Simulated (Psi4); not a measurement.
# wB97M-V/6-311+G(d,p) run of BN2H5 (SMILES NBN)

Aim: the vertical electron affinity of BN2H5 at wB97M-V/6-311+G**, from 2 runs. 

The results are computed with Psi4 1.11.

2 further runs of the same task are left out: 2 set aside as unsound or not needed. Runs told in other sessions of the task aren't counted.

**1. Starting point**

The species is BN2H5 (8 atoms), meant as a singlet with charge 0. SMILES: `NBN`. Geometry: relaxed at PBE0-D4/def2-TZVP.

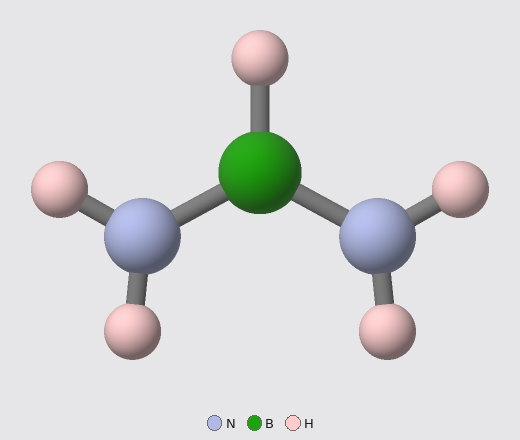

The structure, seen from a chosen angle (nitrogen light blue, boron green, hydrogen pink).

**2. A single-point energy at wB97M-V/6-311+G(d,p)**

job.dat

```
memory 1600 MB

molecule molecule1 {
  0 1
  N
  B 1 1.409065
  N 2 1.409045 1 122.9219
  H 1 1.004959 2 124.46727 3 0.0012
  H 1 1.002429 4 113.64084 2 -179.99443
  H 2 1.199838 3 118.5412 1 179.99827
  H 3 1.002506 2 121.88451 6 0.0042
  H 3 1.004826 7 113.64488 2 -179.99058
  symmetry c1
  no_reorient
  no_com
}

set basis 6-311+G**
set puream true
set e_convergence 1e-09
set d_convergence 1e-08
set scf_type pk
set dft_radial_points 99
set dft_spherical_points 590

e, wfn = energy("wb97m-v", return_wfn=True)
```

The run is started by

```bash
psi4 -i job.dat -o job.out -n 1
```

job.out:

```text
[...]
  Running in c1 symmetry.
[...]
  Nuclear repulsion =   68.852588053507361
[...]
  Multiplicity = 1
[...]
  Nalpha       = 12
  Nbeta        = 12
[...]
    Number of basis functions: 96
[...]
   @RKS iter   1:  -137.10056921919636   -5.18260e-01   9.19773e-03 ADIIS/DIIS
[...]
   @RKS iter  11:  -137.42615638758897   -3.09797e-12   2.39571e-09 DIIS
[...]
    Orbital Energies [Eh]
    ---------------------
    Doubly Occupied:
       1A    -14.477378     2A    -14.477365     3A     -6.880120
       4A     -0.989375     5A     -0.958226     6A     -0.633958
       7A     -0.619040     8A     -0.591075     9A     -0.527354
      10A     -0.431506    11A     -0.419587    12A     -0.341567
[...]
  @RKS Final Energy:  -137.42615638758897
   => Energetics <=
    Nuclear Repulsion Energy =             68.8525880535073611
    One-Electron Energy =                -321.2694729757521372
    Two-Electron Energy =                 128.7329014731068924
    DFT Exchange-Correlation Energy =     -13.8386716739666458
    Empirical Dispersion Energy =           0.0000000000000000
    VV10 Nonlocal Energy =                  0.0964987355155433
    Total Energy =                       -137.4261563875889749
[...]
 Multipole Moments:
 ------------------------------------------------------------------------------------
     Multipole            Electronic (a.u.)      Nuclear  (a.u.)        Total (a.u.)
 ------------------------------------------------------------------------------------
 L = 1.  Multiply by 2.5417464519 to convert [e a0] to [Debye]
 Dipole X            :          0.0000957           -0.0002338           -0.0001381
 Dipole Y            :          0.0009031           -0.4684780           -0.4675749
 Dipole Z            :          0.0005723           -0.2547841           -0.2542118
 Magnitude           :                                                    0.5322123
[...]
```

Run time: 3.8 min. Hardware: 1 thread of Intel Xeon Platinum 8259CL at 2.50GHz (Skylake/Cascade Lake), shared host; peak memory 0.95 GiB.

**3. The doublet anion at the same level**

bh5n2.json

```json
{
 "schema_name": "qcschema_input",
 "schema_version": 1,
 "molecule": {
  "schema_name": "qcschema_molecule",
  "schema_version": 2,
  "symbols": ["N", "B", "N", "H", "H", "H", "H", "H"],
  "geometry": [-1.83492407, 0.97604354, -1.09811985, 0.36698481, 0.73056812, 0.37889009, 1.6028657, -1.59719652, 0.75853607, -2.69626123, -0.46203804, -1.9906375, -2.69078103, 2.64731733, -1.34869754, 1.22775506, 2.58627917, 1.35682336, 3.16850379, -1.73817009, 1.81583783, 1.02990074, -3.25089585, 0.02192082],
  "molecular_charge": -1,
  "molecular_multiplicity": 2,
  "fix_symmetry": "c1",
  "fix_com": true,
  "fix_orientation": true
 },
 "driver": "energy",
 "model": {
  "method": "wb97m-v",
  "basis": "6-311+G**"
 },
 "keywords": {
  "reference": "uks",
  "puream": true,
  "e_convergence": 1e-09,
  "d_convergence": 1e-08,
  "scf_type": "pk",
  "dft_radial_points": 99,
  "dft_spherical_points": 590,
  "maxiter": 100
 }
}
```

The run is started by

```bash
psi4 --qcschema bh5n2.json -n 1 --memory 1600MB
```

stdout:

```text
[...]
  Running in c1 symmetry.
[...]
  Nuclear repulsion =   68.852594849825280
[...]
  Multiplicity = 2
[...]
  Nalpha       = 13
  Nbeta        = 12
[...]
    Number of basis functions: 96
[...]
   @UKS iter   1:  -136.71870769286693   -1.36398e-01   1.12243e-02 DIIS/ADIIS
[...]
   @UKS iter  16:  -137.37798491913020   -1.50351e-11   6.43257e-09 DIIS
[...]
   @S^2 Observed:                7.503572508E-01
[...]
    Orbital Energies [Eh]
    ---------------------
    Alpha Occupied:
       1A    -14.323133     2A    -14.323118     3A     -6.731330
       4A     -0.835599     5A     -0.804862     6A     -0.482290
       7A     -0.465910     8A     -0.436233     9A     -0.375545
      10A     -0.288087    11A     -0.266832    12A     -0.187320
      13A      0.055076
    Alpha Virtual:
      14A      0.142550    15A      0.156488    16A      0.176275
      17A      0.220861    18A      0.250199    19A      0.272520
      20A      0.277579    21A      0.284447    22A      0.296978
      23A      0.300721    24A      0.323611    25A      0.332629
[...]
  @UKS Final Energy:  -137.37798491913020
   => Energetics <=
    Nuclear Repulsion Energy =             68.8525948498252802
    One-Electron Energy =                -324.8845761976582480
    Two-Electron Energy =                 132.4088249852675574
    DFT Exchange-Correlation Energy =     -13.8530969190961812
    Empirical Dispersion Energy =           0.0000000000000000
    VV10 Nonlocal Energy =                  0.0982683625313860
    Total Energy =                       -137.3779849191301992
  UHF NO Occupations:
  HONO-2 :   11  A 1.9999612
  HONO-1 :   12  A 1.9999338
[...]
 Multipole Moments:
 ------------------------------------------------------------------------------------
     Multipole            Electronic (a.u.)      Nuclear  (a.u.)        Total (a.u.)
 ------------------------------------------------------------------------------------
 L = 1.  Multiply by 2.5417464519 to convert [e a0] to [Debye]
 Dipole X            :          0.1635245            0.2496328            0.4131573
 Dipole Y            :          1.8654606           -0.9127377            0.9527229
 Dipole Z            :          1.1349238           -0.6273890            0.5075347
 Magnitude           :                                                    1.1558423
[...]
```

The result, in JSON:

```text
{
 "driver": "energy",
 "model": {
  "method": "wb97m-v",
  "basis": "6-311+G**"
 },
 "success": true,
 "return_result": -137.3779849191302,
 "properties": {
  "calcinfo_nbasis": 96,
  "calcinfo_nmo": 96,
  "calcinfo_nalpha": 13,
  "calcinfo_nbeta": 12,
  "calcinfo_natom": 8,
  "nuclear_repulsion_energy": 68.85259484982528,
  "return_energy": -137.3779849191302,
  "scf_one_electron_energy": -324.88457619765825,
  "scf_two_electron_energy": 132.40882498526756,
  "scf_vv10_energy": 0.09826836253138603,
  "scf_xc_energy": -13.853096919096181,
  "scf_dipole_moment": [0.4131572812224833, 0.9527228846727323, 0.5075347158466946],
  "scf_total_energy": -137.3779849191302,
  "scf_iterations": 16
 }
}
```

Run time: 5.6 min. Hardware: 1 thread of Intel Xeon Platinum 8259CL at 2.50GHz (Skylake/Cascade Lake), shared host; peak memory 0.95 GiB.

**4. What came out**

At wB97M-V/6-311+G**:

```
                                         quantity          value
                      singlet BN2H5: total energy  -137.42616 Eh
                     singlet BN2H5: dipole moment         1.35 D
                       singlet BN2H5: HOMO energy       -9.29 eV
                       singlet BN2H5: LUMO energy        0.77 eV
                     singlet BN2H5: HOMO–LUMO gap       10.07 eV
                      doublet anion: total energy  -137.37798 Eh
doublet anion: HOMO energy (highest over α and β)        1.50 eV
 doublet anion: LUMO energy (lowest over α and β)        3.88 eV
                              doublet anion: ⟨S²⟩          0.750
vertical electron affinity (to the doublet anion)      -1.311 eV
```

In words: The anion lies 1.31 eV (126 kJ/mol) above the neutral: the electron isn't bound at this level, and such a value depends on the basis. The HOMO (doublet anion) lies at positive energy, 1.50 eV, from the functional's self-interaction, a short basis or an electron that isn't bound; only total energies against the neutral tell.
